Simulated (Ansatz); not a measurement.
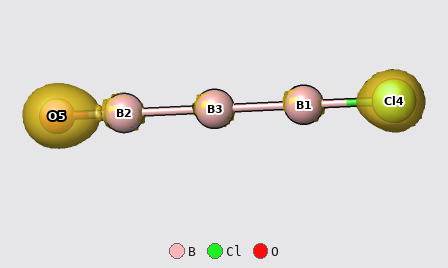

Figure. B₃ClO (SMILES O=B[B][B+]Cl) (charge +1, doublet). Isosurface of the electron density at 2 e/Å³ (yellow), seen from one side.

Geometry: PBE0-D3(BJ)/pcseg-1.

Method: isolated molecule in a Gaussian basis; Kohn-Sham density functional theory, functional PBE0 in Ansatz.

```yaml
atoms:
  - { symbol: B, position_ang: [0.0000, 0.0000, -1.5244] }
  - { symbol: B, position_ang: [0.0000, 0.0000, 1.6972] }
  - { symbol: B, position_ang: [0.0000, 0.0000, 0.0729] }
  - { symbol: Cl, position_ang: [0.0000, 0.0000, -3.1419] }
  - { symbol: O, position_ang: [0.0000, 0.0000, 2.8962] }
```

### What does this surface tell about the bonding?

At this value the surface falls into four separate pieces. It bridges the sampled B–O (1.20 Å) contacts, where the density stays above the isovalue. It is pinched off along the sampled B–B (1.60 Å) and B–Cl (1.62 Å) contacts. On the grid the lowest density along these lines, outside the cores, is 2.6 e/Å³ (B–O, 1.20 Å), 1.2 e/Å³ (B–B, 1.60 Å) and 1.4 e/Å³ (B–Cl, 1.62 Å).
